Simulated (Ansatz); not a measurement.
# Calculations on InH3S2

### Relaxation

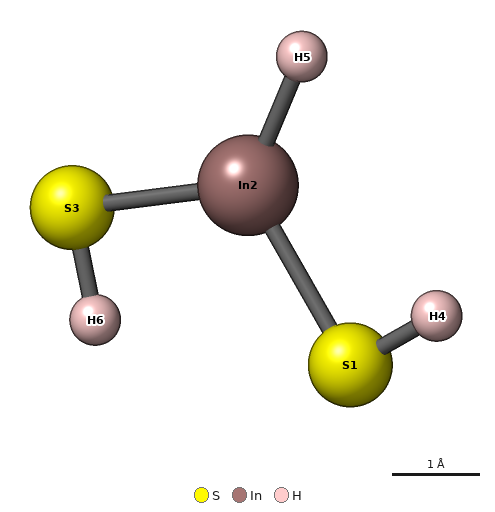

Starting structure of InH3S2. A ball-and-stick model, seen at a tilt.

The run prepares an end point of a later path (hydrogen shift) calculation, from a guessed geometry.

Theory: RKS PBE-D4/def2-SVP (Ansatz 0.2.0).

Input file:
```yaml
crystal:
  periodic: [false, false, false]
  atoms:
    - { symbol: S, position_ang: [-0.72056, -1.74292, 0.11621] }
    - { symbol: In, position_ang: [0.30672, 0.37175, -0.45475] }
    - { symbol: S, position_ang: [0.32439, 1.94646, 1.36822] }
    - { symbol: H, position_ang: [-0.5575, -2.25678, -1.09418] }
    - { symbol: H, position_ang: [0.94381, 0.64842, -2.04537] }
    - { symbol: H, position_ang: [-0.29686, 1.03307, 2.10986] }
basis:
  gaussian: { orbitals: def2-SVP }
hamiltonian:
  xc: pbe
  dispersion: d4
relax:
  f_tol: 0.02
  max_steps: 50
output:
  orbitals: {}
```

Run as
```bash
ansatz run input.yaml --threads 1 --pin off --max-ram 2048MiB --backend cpu --events-out ev --progress --plain --runs-dir out
```

### Predict the outcome.

Over 5 geometry steps the energy falls by 1.12 kcal/mol. Largest force component: 1.1 eV/Å at the start, 0.018 eV/Å at the end. H6 moves most after the best rigid fit: 0.092 Å. By element the largest moves are H 0.092 Å, In 0.045 Å, S 0.036 Å. Some distances before and after: S1–H4 1.325 → 1.364 Å, In2–S3 2.409 → 2.423 Å, In2–H5 1.736 → 1.727 Å, S1–In2 2.419 → 2.427 Å. Bond angles that change, for instance: In2–S3–H6 88.3° → 92.8°, S1–In2–H5 120.8° → 124.8°, S3–In2–H5 125.9° → 122.3°.

Step by step:

```
step  E − E(0), kcal/mol  largest force component, eV/Å
   0                0.00                         1.0649
   1               -0.09                         0.4071
   2               -1.05                         0.1480
   3               -1.11                         0.0757
   4               -1.11                         0.0116
   5               -1.12                         0.0179
```

Final geometry:

```xyz
6

S    -0.7511   -1.7603    0.1205
In    0.3002    0.3413   -0.4865
S     0.3294    1.9409    1.3334
H    -0.5495   -2.3006   -1.1157
H     0.9630    0.6992   -2.0408
H    -0.2919    1.0795    2.1891
```

After the run, drawn alike:

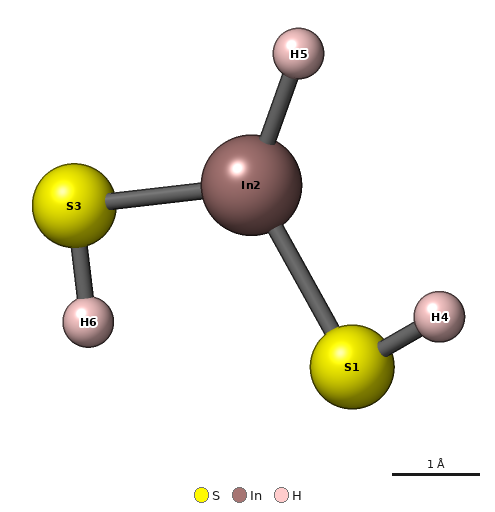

### Relaxation

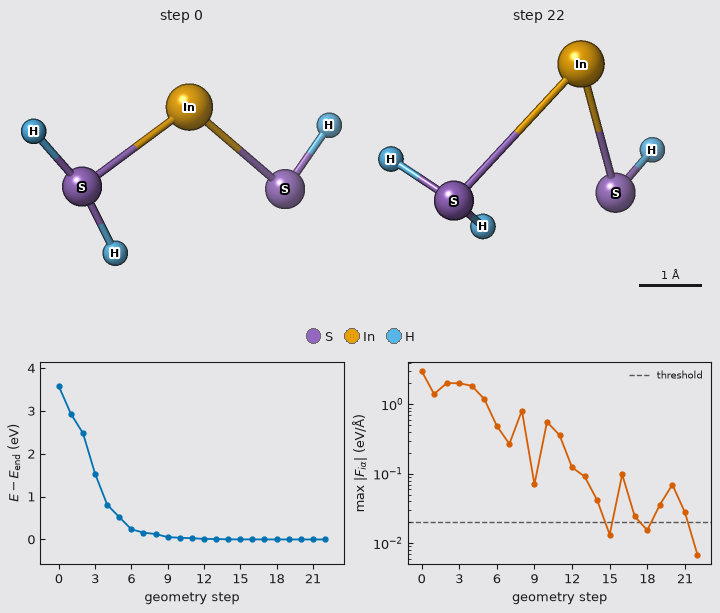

First and last geometry of a relaxation of InH3S2, with the history of the run. A ball-and-stick model, seen at a tilt.

The run prepares an end point of a later path (hydrogen shift) calculation, from a guessed geometry.

Level of theory: RKS PBE-D4/def2-SVP in Ansatz. (no spin polarisation; force threshold 0.02 eV/Å; at most 50 steps)

Question: Read the history and describe the run.

Answer: It converged. Over 22 geometry steps the energy falls by 3.575 eV. The largest force component goes from 3 to 0.0068 eV/Å. The forces were under the threshold at step 15, but the run went on from there. The atom that moves furthest after the best rigid fit is the In atom (1.04 Å). By element the largest moves are In 1.04 Å, H 0.96 Å, S 0.58 Å. Near-neighbour distances that change, for instance: In–S 2.409 → 3.183 Å, In–S 2.419 → 2.590 Å, H–S 1.331 → 1.374 Å, H–S 1.380 → 1.362 Å. Among the angles between lasting bonds that change: H–S–H 165.7° → 91.9°. Groups turn about In–S by about 20°.

```json
{"step": "0", "E − E(0), eV": "0.0000", "largest force component, eV/Å": "3.0311"}
{"step": "1", "E − E(0), eV": "-0.6438", "largest force component, eV/Å": "1.4068"}
{"step": "2", "E − E(0), eV": "-1.0967", "largest force component, eV/Å": "2.0266"}
{"step": "3", "E − E(0), eV": "-2.0427", "largest force component, eV/Å": "2.0149"}
{"step": "4", "E − E(0), eV": "-2.7647", "largest force component, eV/Å": "1.8535"}
{"step": "5", "E − E(0), eV": "-3.0537", "largest force component, eV/Å": "1.1942"}
{"step": "6", "E − E(0), eV": "-3.3381", "largest force component, eV/Å": "0.4902"}
{"step": "7", "E − E(0), eV": "-3.4147", "largest force component, eV/Å": "0.2694"}
{"step": "8", "E − E(0), eV": "-3.4487", "largest force component, eV/Å": "0.8153"}
{"step": "9", "E − E(0), eV": "-3.5196", "largest force component, eV/Å": "0.0706"}
{"step": "10", "E − E(0), eV": "-3.5349", "largest force component, eV/Å": "0.5586"}
{"step": "11", "E − E(0), eV": "-3.5452", "largest force component, eV/Å": "0.3613"}
{"step": "12", "E − E(0), eV": "-3.5614", "largest force component, eV/Å": "0.1236"}
{"step": "13", "E − E(0), eV": "-3.5646", "largest force component, eV/Å": "0.0917"}
{"step": "14", "E − E(0), eV": "-3.5719", "largest force component, eV/Å": "0.0418"}
{"step": "15", "E − E(0), eV": "-3.5731", "largest force component, eV/Å": "0.0133"}
{"step": "16", "E − E(0), eV": "-3.5732", "largest force component, eV/Å": "0.0981"}
{"step": "17", "E − E(0), eV": "-3.5737", "largest force component, eV/Å": "0.0244"}
{"step": "18", "E − E(0), eV": "-3.5739", "largest force component, eV/Å": "0.0154"}
{"step": "19", "E − E(0), eV": "-3.5743", "largest force component, eV/Å": "0.0358"}
{"step": "20", "E − E(0), eV": "-3.5743", "largest force component, eV/Å": "0.0699"}
{"step": "21", "E − E(0), eV": "-3.5746", "largest force component, eV/Å": "0.0278"}
{"step": "22", "E − E(0), eV": "-3.5746", "largest force component, eV/Å": "0.0068"}
```

### Path

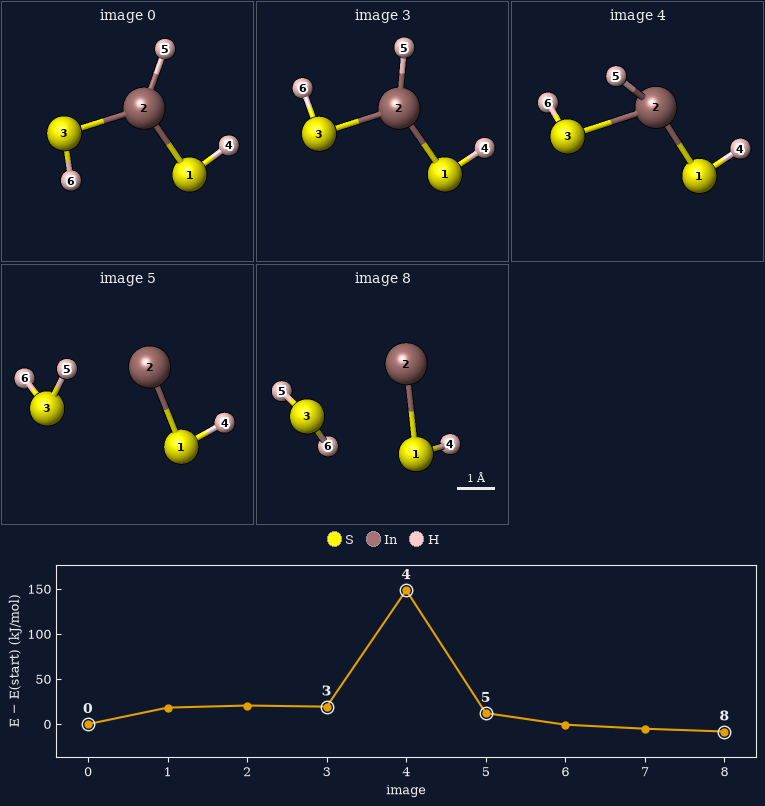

A nudged-elastic-band calculation for InH3S2. Images are numbered from 0 (start) to 8 (end). A ball-and-stick model, seen at a tilt.

Theory: Ansatz, RKS PBE-D4/def2-SVP. Set-up: 7 movable images; climbing image; force threshold 0.05 eV/Å; iteration limit 60; starting path through a guess of the saddle point.

Describe the mechanism and the energy profile.

The highest point, image 4, lies 148.7 kJ/mol above the start and 156.9 kJ/mol above the end; the end is at −8.2 kJ/mol relative to the start. The path has more than one stage, and so few images may leave a stage unresolved. Breaking: In2–H5 (1.73 → 1.77 at the top → 3.48 Å), In2–S3 (2.42 → 2.69 at the top → 3.18 Å). Forming: S3–H5 (3.65 → 2.13 at the top → 1.36 Å). The band converged in 24 iterations. The largest component of the band force went from 5.3 to 0.023 eV/Å. The climbing image converged on the top of the path. Its vibrational analysis gives one imaginary mode (807i cm⁻¹), as a transition state must have.

Cost: 11 min on 1 thread of Intel(R) Xeon(R) Processor @ 2.50GHz (Skylake/Cascade Lake), on a shared host, peak memory 0.14 GiB.
